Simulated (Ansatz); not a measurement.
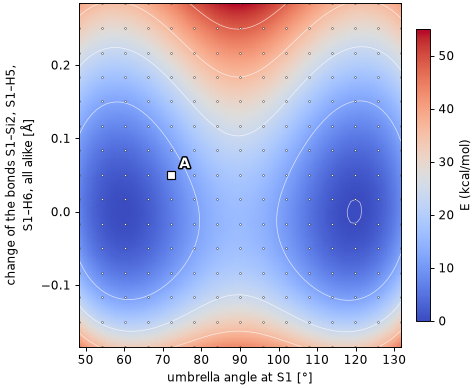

BH₄OSSi, SMILES [SH2+][SiH]1BO1, charge +1. The first coordinate is: umbrella angle at S1 (between each of its bonds and their common axis; 90 is planar); the second: change of the bonds S1–Si2, S1–H5, S1–H6, all alike. Nothing is relaxed (all other coordinates rigid). Grid: 15 × 15 points. Points are written as (first, second). All energies are given in kcal/mol relative to the lowest grid point. Computed with RKS PBE0-D4/def2-TZVP in Ansatz.

In the figure: a smooth colour map with a few white contour lines, dots at the grid points, the point A. Between grid points the surface is interpolated.

Which way does the force act at A, and how strong is it?

A, at (72.1°, 0.050 Å), is not a stationary point. The computed force is 0.84 kcal/mol for each degree towards smaller values of the first coordinate and 70 kcal/mol for each Å towards smaller values of the second coordinate.
